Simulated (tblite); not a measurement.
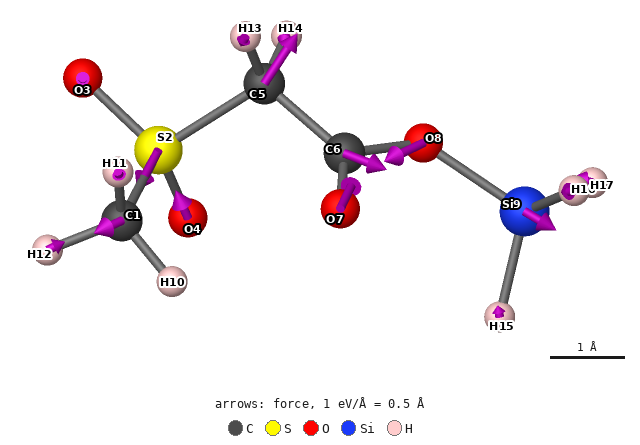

Starting geometry of C₃H₈O₄SSi with the computed forces as purple arrows. A ball-and-stick model, seen at a tilt.

These are results of GFN2-xTB geometry optimisation, gas phase (tblite 0.8.0), not measurements. 

Q: Is this structure relaxed? If not, where do the atoms go?

A: It isn't relaxed: the largest force vector, on O7, is 1.82 eV/Å. The final displacements have little in common with the starting forces (cosine between the two patterns 0.10). After 112 geometry steps the energy has fallen by 31.5 kJ/mol. The largest move after the best rigid fit is that of H10, 0.76 Å. Largest moves by element: H 0.76 Å, O 0.75 Å, Si 0.36 Å, S 0.32 Å, C 0.32 Å. Some distances before and after: S2–C5 1.773 → 1.842 Å, C6–O8 1.361 → 1.306 Å, Si9–H16 1.492 → 1.461 Å, Si9–H17 1.481 → 1.456 Å. Among the angles between lasting bonds that change: O8–Si9–H17 108.4° → 97.0°, S2–C5–C6 110.0° → 100.0°, H15–Si9–H17 109.4° → 116.3°. Groups turn about C1–S2 by about 25°.
